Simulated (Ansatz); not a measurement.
# Run report: GeNH$_{6}$F, geometry relaxation (part 2 of 2)

GeNH$_{6}$F; RKS B3LYP/def2-SVP (Ansatz 0.2.0). The input holds or restrains some coordinates. It belongs to a series of runs on one base structure; here: pulled along the bonds that form and break, towards end B.

Geometry of the input (Å):
```
Ge -0.5014  0.7269  -0.5273
N  0.4493  -1.1223  0.2723
H  -1.0847  0.0356  -1.7795
H  -1.6687  1.1578  0.2998
H  0.5162  1.7045  -1.0177
H  0.7481  -0.1514  1.1420
F  0.5244  1.0219  1.2945
H  -0.1776  -1.8459  0.5900
H  1.1943  -1.5271  -0.2740
```

Trajectory as extended XYZ, continued:
```
9
Properties=species:S:1:pos:R:3:forces:R:3 step=4 energy=-60812.73076
Ge   -0.5975    1.1381   -0.5134    0.3487  -1.6481  -0.1319
N     0.7118   -1.4810    0.5545   -0.1803  -0.5442  -0.4159
H    -1.0443    0.0667   -1.6993    0.5412   0.2957   1.0220
H    -1.8154    1.2350    0.3207   -1.5171   0.8101  -0.0681
H     0.5648    1.8298   -1.1142    0.2593   1.2464  -1.1302
H     0.8823   -0.6784    1.1343   -0.0038   0.3855   0.1005
F     0.2800    1.3786    1.0469    0.4697  -0.9025   0.3893
H    -0.2083   -1.9115    0.5869    0.2526   0.2165  -0.0207
H     1.2265   -1.5774   -0.3162   -0.1703   0.1406   0.2549
9
Properties=species:S:1:pos:R:3:forces:R:3 step=5 energy=-60813.41211
Ge   -0.5793    1.1346   -0.4842   -0.0097   0.1567   0.0543
N     0.7571   -1.5787    0.5899   -0.0370  -0.5525  -0.2358
H    -0.9614    0.0493   -1.5688    0.4422  -0.3141   0.6056
H    -1.9383    1.3636    0.2296   -0.0551   0.5734  -0.5470
H     0.4922    1.9703   -1.2343   -0.6384   0.4252  -0.1891
H     0.9267   -0.7654    1.1675   -0.1025   0.1922  -0.1059
F     0.3015    1.3109    1.0556    0.2951  -0.8985   0.1044
H    -0.2089   -1.9080    0.5694    0.3262   0.2651  -0.0183
H     1.2103   -1.5766   -0.3247   -0.2207   0.1525   0.3318
9
Properties=species:S:1:pos:R:3:forces:R:3 step=6 energy=-60813.84049
Ge   -0.5626    1.1295   -0.4581   -0.3240   0.6227  -0.2706
N     0.7665   -1.6248    0.5872    0.0557  -0.6363  -0.1517
H    -0.8579   -0.0565   -1.4405    0.3812  -0.1448   0.5761
H    -1.9594    1.4992    0.1291    0.2198   0.2597  -0.4129
H     0.3689    2.0796   -1.2715   -0.5246   0.0730   0.0393
H     0.9513   -0.8249    1.1799   -0.1113   0.1849  -0.1012
F     0.3252    1.2403    1.0674    0.1998  -0.7068   0.0290
H    -0.2200   -1.8859    0.5472    0.3101   0.2317  -0.0172
H     1.1879   -1.5564   -0.3405   -0.2067   0.1160   0.3092
9
Properties=species:S:1:pos:R:3:forces:R:3 step=7 energy=-60814.03377
Ge   -0.5691    1.1130   -0.4523   -0.4218   0.8661  -0.0051
N     0.7733   -1.6456    0.5758   -0.1342  -0.5203   0.1640
H    -0.7932   -0.1255   -1.3453    0.2506  -0.1932   0.3304
H    -1.9730    1.5866    0.0164    0.1629   0.0932  -0.2764
H     0.3065    2.1170   -1.2413   -0.2154  -0.0245   0.0130
H     1.1092   -0.8648    1.1366   -0.2462   0.0019  -0.1686
F     0.2423    1.1283    1.1167    0.1197  -0.4504  -0.1372
H    -0.2535   -1.6893    0.5599    0.6212   0.1273  -0.0066
H     1.1575   -1.6198   -0.3664   -0.1369   0.0999   0.0863
9
Properties=species:S:1:pos:R:3:forces:R:3 step=8 energy=-60814.14151
Ge   -0.5632    1.1191   -0.4366   -0.2692   0.6441  -0.0053
N     0.7670   -1.6609    0.5414    0.1223  -0.5506   0.1083
H    -0.6962   -0.2047   -1.1897    0.0730  -0.1148   0.0863
H    -1.9684    1.6181   -0.0523    0.0015   0.0812  -0.0771
H     0.2658    2.1115   -1.2676   -0.0297   0.0498  -0.0342
H     1.0929   -0.9138    1.1530   -0.1634   0.0171  -0.1482
F     0.2644    1.0990    1.1200    0.0057  -0.1972  -0.1240
H    -0.2553   -1.6771    0.5418    0.3157   0.0457   0.0296
H     1.0931   -1.4912   -0.4099   -0.0559   0.0246   0.1646
9
Properties=species:S:1:pos:R:3:forces:R:3 step=9 energy=-60814.17939
Ge   -0.5918    1.1125   -0.4146   -0.3180   0.5912  -0.0486
N     0.8255   -1.6510    0.4974    0.3454  -0.5533   0.2211
H    -0.7838   -0.2573   -1.0662   -0.0265  -0.0071   0.0102
H    -1.9699    1.7730   -0.1786    0.1101   0.0056   0.0031
H     0.3489    2.0148   -1.2381    0.0169  -0.0755   0.0448
H     1.1620   -0.9021    1.0988   -0.0739   0.0417  -0.0625
F     0.1286    1.0147    1.1919   -0.0944  -0.0050  -0.1470
H    -0.1879   -1.6733    0.5741    0.0242  -0.0058  -0.0041
H     1.0683   -1.4313   -0.4645    0.0162   0.0083  -0.0170
9
Properties=species:S:1:pos:R:3:forces:R:3 step=10 energy=-60814.21095
Ge   -0.6299    1.0975   -0.3867   -0.3511   0.7357  -0.0005
N     0.8959   -1.6307    0.4575    0.3189  -0.3845   0.2387
H    -0.9205   -0.2996   -0.9577   -0.0812   0.1579   0.0326
H    -1.9512    1.9439   -0.2739    0.4426  -0.2655   0.0002
H     0.4517    1.8704   -1.2031   -0.1657  -0.2575   0.2156
H     1.1930   -0.8483    1.0383   -0.0415   0.0028  -0.0329
F    -0.0229    0.9769    1.2736   -0.1746   0.0393  -0.3635
H    -0.1131   -1.7068    0.5643    0.0428  -0.0228  -0.0332
H     1.0970   -1.4034   -0.5123    0.0096  -0.0052  -0.0571
9
Properties=species:S:1:pos:R:3:forces:R:3 step=11 energy=-60814.23610
Ge   -0.6587    1.0837   -0.3645   -0.2876   0.6988  -0.2097
N     0.9631   -1.6017    0.4223    0.0547   0.0545   0.1919
H    -1.0806   -0.3260   -0.8552   -0.0256   0.3710   0.0940
H    -1.8907    2.0785   -0.3171    0.5186  -0.4303   0.0071
H     0.5187    1.7105   -1.2002   -0.3691  -0.3293   0.2978
H     1.1064   -0.7970    1.0477   -0.0818  -0.3364  -0.2590
F    -0.0834    0.9947    1.3063   -0.1519   0.0027  -0.2691
H    -0.0319   -1.8545    0.4964    0.4787   0.1419  -0.1566
H     1.1568   -1.2882   -0.5356   -0.1359  -0.1729   0.3036
9
Properties=species:S:1:pos:R:3:forces:R:3 step=12 energy=-60814.31763
Ge   -0.6937    1.0695   -0.3501   -0.1495   0.3212   0.0611
N     1.0176   -1.5583    0.4029    0.0905  -0.1645   0.0904
H    -1.2525   -0.2931   -0.7910   -0.0466   0.1023   0.0123
H    -1.8001    2.1561   -0.3632    0.1382  -0.1027   0.0116
H     0.5465    1.5178   -1.1559   -0.0854  -0.1076   0.0683
H     1.1032   -0.7560    1.0291   -0.0346  -0.0889  -0.0743
F    -0.1866    0.9693    1.3401   -0.1007   0.0202  -0.2034
H     0.0402   -1.8582    0.4347    0.2129   0.0721  -0.0517
H     1.2250   -1.2471   -0.5467   -0.0247  -0.0522   0.0857
9
Properties=species:S:1:pos:R:3:forces:R:3 step=13 energy=-60814.35158
Ge   -0.7301    1.0472   -0.3336   -0.1030   0.2025   0.0788
N     1.0683   -1.5228    0.3887    0.1182  -0.1667   0.0741
H    -1.4367   -0.2607   -0.7203   -0.0163   0.0308   0.0095
H    -1.7054    2.2399   -0.3970    0.0277  -0.0059   0.0009
H     0.5491    1.3224   -1.1434   -0.0259  -0.0384   0.0111
H     1.0710   -0.7384    1.0407   -0.0194  -0.0345  -0.0432
F    -0.2581    0.9579    1.3649   -0.0539   0.0064  -0.1444
H     0.1103   -1.8660    0.3334    0.0552   0.0038  -0.0040
H     1.3314   -1.1796   -0.5334    0.0175   0.0020   0.0171
9
Properties=species:S:1:pos:R:3:forces:R:3 step=14 energy=-60814.34998 accepted=F
Ge   -0.7593    1.0340   -0.3103   -0.1176   0.1796  -0.0623
N     1.1186   -1.4908    0.3682   -0.3652   0.0023   0.2383
H    -1.5910   -0.2328   -0.6127    0.0737   0.1493   0.0341
H    -1.6094    2.3217   -0.4447    0.0633  -0.1209   0.0003
H     0.5399    1.1332   -1.1434   -0.1582   0.0120   0.0892
H     0.9680   -0.7363    1.0573    0.0800  -0.3992  -0.4121
F    -0.3069    0.9985    1.3950    0.0068  -0.0448  -0.1478
H     0.2089   -1.9494    0.2039    0.4988   0.2761   0.0646
H     1.4313   -1.0781   -0.5133   -0.0816  -0.0544   0.1956
9
Properties=species:S:1:pos:R:3:forces:R:3 step=15 energy=-60814.35881
Ge   -0.7432    1.0384   -0.3256   -0.1370   0.2156   0.0514
N     1.0901   -1.5102    0.3841    0.0104  -0.1797   0.0217
H    -1.5177   -0.2419   -0.6793    0.0226   0.0291   0.0177
H    -1.6626    2.2746   -0.4136    0.0325  -0.0200   0.0031
H     0.5403    1.2406   -1.1506   -0.0358  -0.0306   0.0270
H     1.0373   -0.7415    1.0533   -0.0192  -0.0435  -0.0560
F    -0.2784    0.9651    1.3755   -0.0261  -0.0108  -0.1499
H     0.1464   -1.8868    0.2738    0.1636   0.0570   0.0116
H     1.3878   -1.1383   -0.5174   -0.0109  -0.0171   0.0735
9
Properties=species:S:1:pos:R:3:forces:R:3 step=16 energy=-60814.36264
Ge   -0.7616    1.0359   -0.3193   -0.0470   0.1573   0.1139
N     1.0991   -1.4974    0.3746    0.2330  -0.1564   0.0836
H    -1.5725   -0.2346   -0.6120   -0.0341   0.0252  -0.0102
H    -1.6229    2.3084   -0.4355   -0.0053  -0.0182  -0.0093
H     0.5228    1.1475   -1.1541   -0.0171   0.0266  -0.0268
H     0.9767   -0.7616    1.0689   -0.0177   0.0029  -0.0297
F    -0.2804    0.9910    1.3784   -0.0292  -0.0087  -0.1338
H     0.1885   -1.9069    0.1854   -0.0637  -0.0232  -0.0276
H     1.4503   -1.0823   -0.4863   -0.0189  -0.0056   0.0400
```

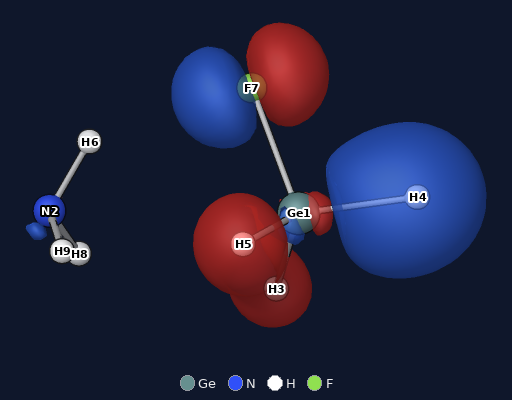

Figure 1. One frontier orbital at ±0.15 Å⁻³ᐟ² (blue and red are the two phases), seen at a tilt. The HOMO−1, at −9.42 eV. It lies mainly on F7 (30 %), Ge1 (30 %) and H4 (25 %).

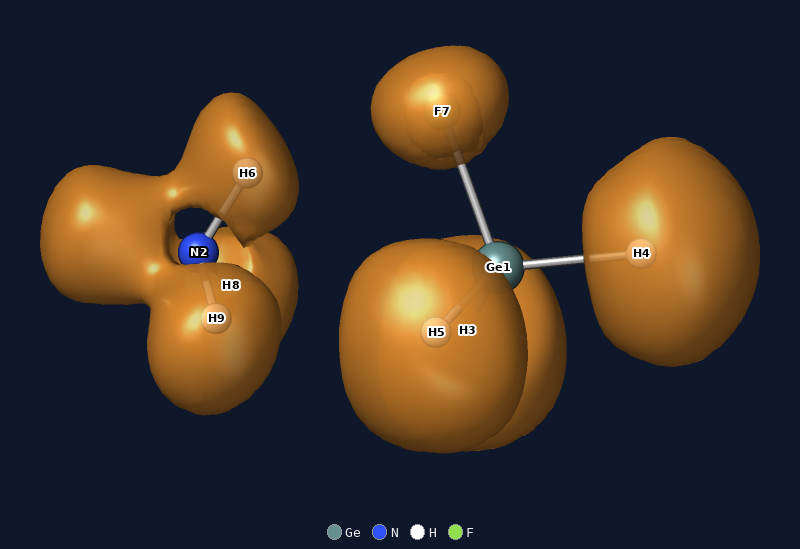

Figure 2. Isosurface of the ELF at 0.8 (orange), seen face on. Core shells and regions of very low density are left out. Values along the shortest contacts: Ge1···N2 (3.22 Å): the ELF is only about 0.05 between them. Ge–F (1.77 Å): the ELF peaks at about 0.85 in the valence shell of F, 0.5 Å from its nucleus, and is about 0.20 at the midpoint.

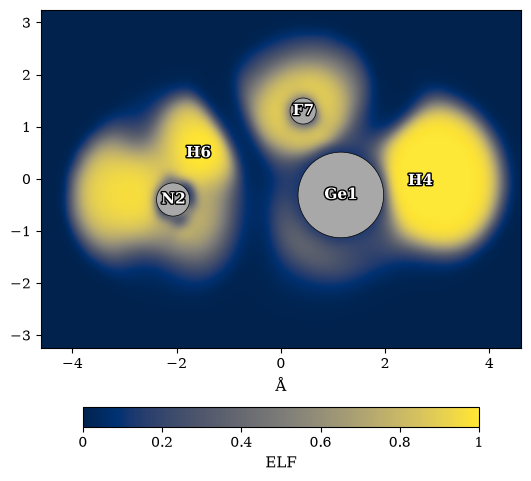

Figure 3. ELF on the plane of atoms H4, Ge1 and F7. Grey discs, where drawn, cover atomic cores. Atoms in the plane: Ge, N, H and F. Ge1···N2 (3.22 Å): the ELF is only about 0.05 between them. Ge–F (1.77 Å): the ELF peaks at about 0.85 in the valence shell of F, 0.5 Å from its nucleus, and is about 0.20 at the midpoint. N–H (1.02 Å): the ELF climbs to about 1 towards the hydrogen, as it does in any bond to H (a covalent bond by its length). Ge–H (1.54 Å): the ELF climbs to about 1 towards the hydrogen.
